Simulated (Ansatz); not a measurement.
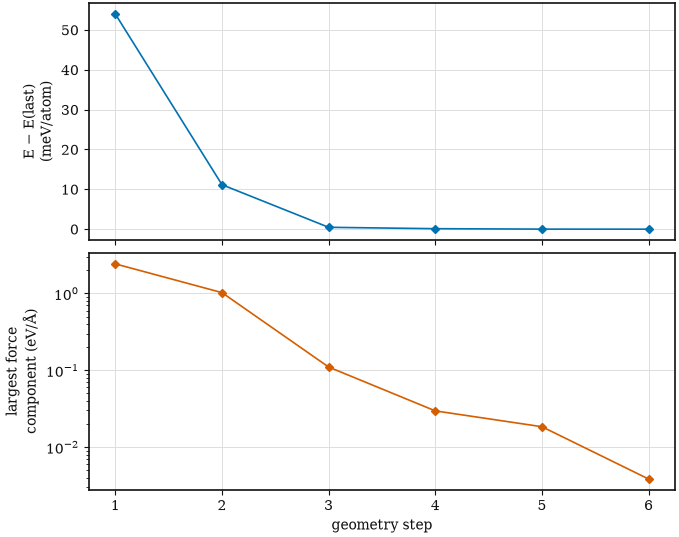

History of a geometry optimisation. Only the atoms move.

The run: K2NaGe2B (C2/m, 12 atoms in the cell), by DFT, PAW plane waves, r2SCAN (Ansatz); cutoff 500 eV, 4×4×4 k-mesh, Fermi–Dirac smearing of 0.0837 eV.

Q: How did it end, and what did it gain?

A: The optimisation met its thresholds at geometry 6, counting the start as the first. The energy fell by about 54 meV/atom from the first step to the last. The largest force component goes from about 2.4 eV/Å at the start to 4 × 10⁻³ eV/Å at the end.
